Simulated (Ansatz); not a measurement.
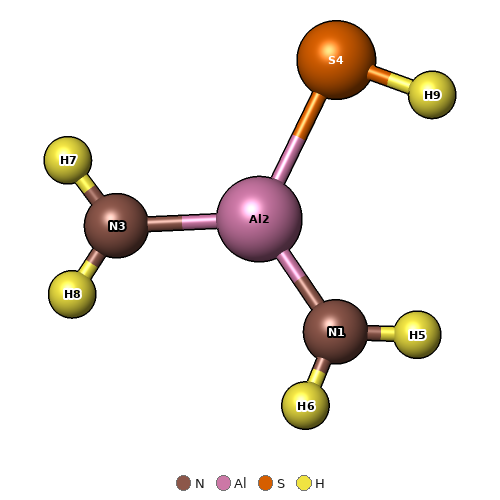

The system is AlH₅N₂S, SMILES [NH2][Al]([NH2])[SH]; the picture shows the grid point nearest to the relaxed geometry. Two internal coordinates are moved rigidly from the geometry relaxed at PBE0-D4/def2-TZVP, all others fixed. The first coordinate is: bond N1–Al2; the second: angle Al2–N3–H7. Grid: 5 × 5 points. Energies: kJ/mol, counted from the lowest grid point. These are results of RKS r2SCAN-D4/def2-TZVPP (Ansatz 0.2.0), not measurements.

Its coordinates:

```xyz
9

N    -0.3330    1.1235   -1.0206
Al   -0.0763   -0.1115    0.1265
N     1.3946   -1.0842    0.1283
S    -1.5820   -0.5466    1.6570
H    -1.1989    1.6194   -1.1474
H     0.3520    1.4454   -1.6840
H     1.6377   -1.7406    0.8512
H     2.1023   -1.0752   -0.5868
H    -2.2611    0.5866    1.4125
```

Range: bond N1–Al2 from 1.553 to 2.471 Å; angle Al2–N3–H7 from 100.2 to 148.2°.

What landscape does the calculation give?

The lowest grid point is at bond N1–Al2 = 1.705 Å, angle Al2–N3–H7 = 124.2°. The bottom of the well lies between grid points, at about bond N1–Al2 = 1.769 Å, angle Al2–N3–H7 = 124°, about 5 kJ/mol lower on the interpolated surface. No other kind of well shows on this grid. The highest grid point, bond N1–Al2 = 2.471 Å, angle Al2–N3–H7 = 148.2°, lies 252 kJ/mol above the lowest.

```csv
"angle Al2–N3–H7 ↓, bond N1–Al2 →",1.553,1.705,1.926,2.185,2.471
148.2,94,20,40,134,252
136.2,79,5,24,117,235
124.2,74,0,19,111,228
112.2,79,5,24,116,233
100.2,95,21,39,131,248
```

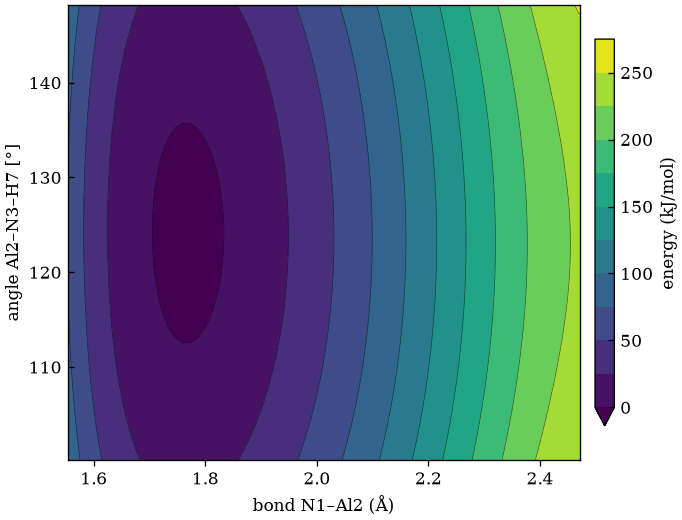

In the figure: filled contours. Between grid points the surface is interpolated.
